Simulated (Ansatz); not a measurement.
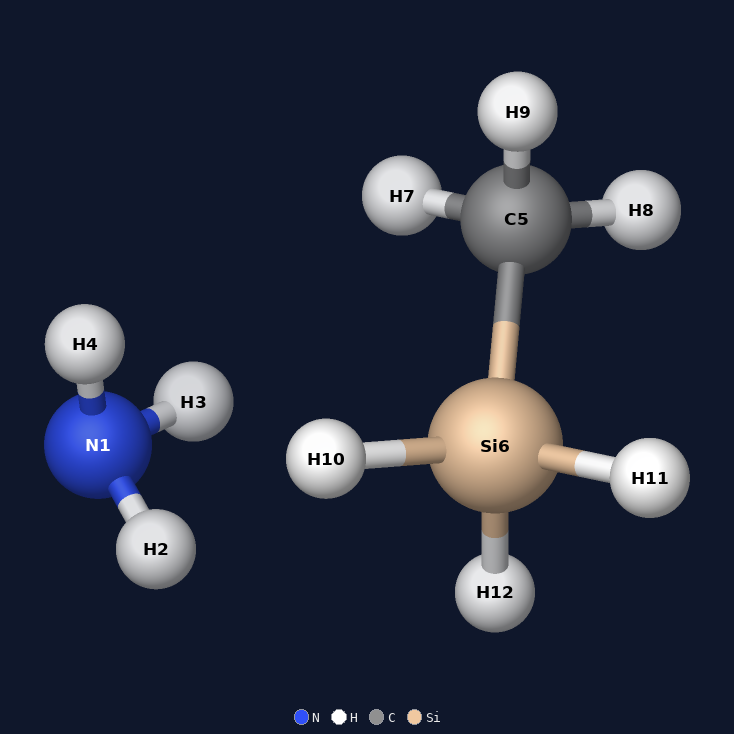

Numbered structure. The computed structure is the end point of a PBE-D4/def2-SVP optimisation. No frequency run is at hand to confirm it as a minimum.

Which atoms are bonded, and how long are the bonds?

```tsv
bond	length (Å)	order
N1–H2	1.029	single
N1–H3	1.029	single
N1–H4	1.029	single
C5–Si6	1.890	single
C5–H7	1.108	single
C5–H8	1.108	single
C5–H9	1.109	single
Si6–H10	1.506	single
Si6–H11	1.506	single
Si6–H12	1.506	single
```
